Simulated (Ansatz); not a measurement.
**PBE-QIDH/aug-cc-pVDZ run of SiH2F2 (SMILES F[SiH2]F)**

What is the vertical ionisation energy of SiH2F2 at PBE-QIDH/aug-cc-pVDZ? 

The calculation is run with Ansatz 0.2.0.

53 further runs of the same task are left out: 53 set aside as unsound or not needed.

## (1) Starting point

SiH2F2 has 5 atoms, charge 0, and is taken as a singlet. As SMILES, `F[SiH2]F`. Geometry: relaxed at PBE0-D4/def2-TZVP.

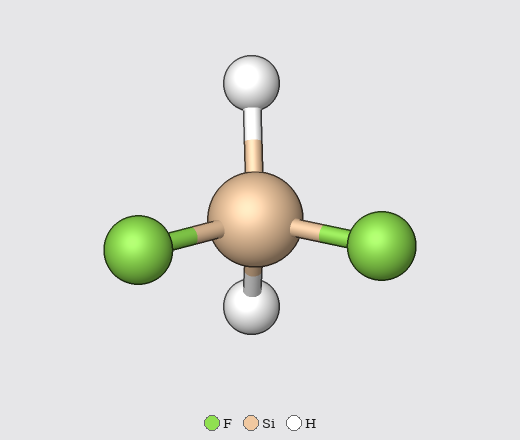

The structure, seen from a chosen angle (fluorine green, silicon light orange, hydrogen white).

## (2) The energy at PBE-QIDH/aug-cc-pVDZ

in.yaml reads:

```yaml
crystal:
  periodic: [false, false, false]
  atoms:
    - symbol: F
      position_ang: [-1.079010, 0.538200, 0.980720]
    - symbol: Si
      position_ang: [-0.005220, -0.000540, -0.054090]
    - symbol: F
      position_ang: [1.247630, -0.520590, 0.766910]
    - symbol: H
      position_ang: [-0.590470, -1.138740, -0.786300]
    - symbol: H
      position_ang: [0.427070, 1.121680, -0.907250]
basis:
  gaussian: {orbitals: aug-cc-pVDZ}
correlation: {frozen_orbitals: {F: 1, H: 0, Si: 5}}
total_charge: 0
hamiltonian: {xc: {name: PBE-QIDH}}
accuracy: high
output: {orbitals: {seedname: orbitals}}
```

Started as:

```sh
$ ansatz run in.yaml --threads 1 --pin off --max-ram 3480MiB --events-out events.jsonl --progress --plain --runs-dir runs
```

Output:

```text
Warning: RAYON_NUM_THREADS=1 ignored (pool sized by the plan → 1); use --threads N
Functional definition: PBE-QIDH
  name "PBE-QIDH"
  parameter a = 3^(-1/3)
  parameter c = 1/3
  exchange = (1 - a)*pbe_x + a*exact_x
  correlation = (1 - c)*pbe_c + c*(mp2_os + mp2_ss)
1837 factors; integrals over basis functions are off by at most 3.7e-9 eV
mean field evaluation 1: about -13327.8797 eV, gradient 3.5e1 eV
mean field evaluation 2: about -13327.8991 eV, gradient 3.5e1 eV
mean field evaluation 4: about -13329.8712 eV, gradient 1.2e0 eV
mean field evaluation 8: about -13329.8766 eV, gradient 3.9e-3 eV
mean field evaluation 16: about -13329.8766 eV, gradient 2.7e-6 eV
mean field -13329.87661547 eV, -489.8639303036 hartree, gradient 2.2e-8 eV, S^2 0.000000; 0 other end points of the search recorded, 0 dependent functions left out
7 core orbitals not correlated: weight in the atoms' cores, before any rotation towards them, 1.000 or more for the frozen orbitals, at most 0.000 for the correlated occupied ones
reference -13329.87661687 eV, -489.8639303552 hartree; 10, 10 occupied and 74, 74 virtual orbitals, 1837 factors
second order -15.59716544 eV of doubles, -0.00000000 eV of singles
Total energy: -13335.07567202 eV, -490.0549921078 hartree
```

Wall time 4.5 s (1 thread of Intel Xeon 6975P-C (Granite Rapids), shared host); peak memory 0.28 GiB.

## (3) The doublet cation

input.yaml reads:

```yaml
crystal:
  periodic: [false, false, false]
  atoms:
    - {symbol: F, position_ang: [-1.079010, 0.538200, 0.980720]}
    - {symbol: Si, position_ang: [-0.005220, -0.000540, -0.054090]}
    - {symbol: F, position_ang: [1.247630, -0.520590, 0.766910]}
    - {symbol: H, position_ang: [-0.590470, -1.138740, -0.786300]}
    - {symbol: H, position_ang: [0.427070, 1.121680, -0.907250]}
basis:
  gaussian: {orbitals: aug-cc-pVDZ}
total_charge: 1
magnetization: {spin_polarized: true, initial_magnetization: 1}
hamiltonian: {xc: {name: PBE-QIDH}}
correlation: {frozen_orbitals: {F: 1, H: 0, Si: 5}}
accuracy: high
output: {orbitals: {seedname: orbitals}}
```

Started as:

```sh
$ ansatz run input.yaml --threads 1 --pin off --max-ram 3480MiB --events-out events.jsonl --progress --plain --runs-dir runs
```

Output:

```text
Warning: RAYON_NUM_THREADS=1 ignored (pool sized by the plan → 1); use --threads N
Functional definition: PBE-QIDH
  name "PBE-QIDH"
  parameter a = 3^(-1/3)
  parameter c = 1/3
  exchange = (1 - a)*pbe_x + a*exact_x
  correlation = (1 - c)*pbe_c + c*(mp2_os + mp2_ss)
1837 factors; integrals over basis functions are off by at most 3.7e-9 eV
mean field evaluation 1: about -13307.5468 eV, gradient 5.2e1 eV
mean field evaluation 2: about -13307.5668 eV, gradient 5.2e1 eV
mean field evaluation 4: about -13316.8023 eV, gradient 3.1e0 eV
mean field evaluation 8: about -13316.9038 eV, gradient 1.9e-1 eV
mean field evaluation 16: about -13316.9049 eV, gradient 7.4e-4 eV
mean field evaluation 32: about -13309.7350 eV, gradient 3.1e1 eV
mean field -13316.90490778 eV, -489.3872288384 hartree, gradient 9.2e-8 eV, S^2 0.780019; 1 other end points of the search recorded, 0 dependent functions left out
7 core orbitals not correlated: weight in the atoms' cores, before any rotation towards them, 1.000 or more for the frozen orbitals, at most 0.000 for the correlated occupied ones
reference -13316.90490934 eV, -489.3872288958 hartree; 10, 9 occupied and 74, 75 virtual orbitals, 1837 factors
second order -15.53385434 eV of doubles, -0.00000000 eV of singles
Total energy: -13322.08286078 eV, -489.5775151017 hartree
```

Wall time 7.2 s (1 thread of Intel Xeon 6975P-C (Granite Rapids), shared host); peak memory 0.49 GiB.

## (4) Results

At PBE-QIDH/aug-cc-pVDZ, 7 core orbitals frozen:

| quantity | value |
| --- | --- |
| singlet SiH2F2: total energy | -490.05499 Eh |
| singlet SiH2F2: HOMO energy (SCF part's orbitals) | -12.31 eV |
| singlet SiH2F2: LUMO energy (SCF part's orbitals) | 0.85 eV |
| singlet SiH2F2: HOMO–LUMO gap (SCF part's orbitals) | 13.16 eV |
| doublet cation: total energy | -489.57752 Eh |
| doublet cation: HOMO energy (SCF part's orbitals) (highest over α and β) | -21.37 eV |
| doublet cation: LUMO energy (SCF part's orbitals) (lowest over α and β) | -13.60 eV |
| doublet cation: ⟨S²⟩ | 0.780 |
| vertical ionisation energy (to the doublet cation) | 12.993 eV |

**Reading.** The vertical ionisation energy comes to 12.99 eV (1254 kJ/mol). −ε(HOMO) before ionisation, 12.31 eV, is 0.68 eV below this ionisation energy.
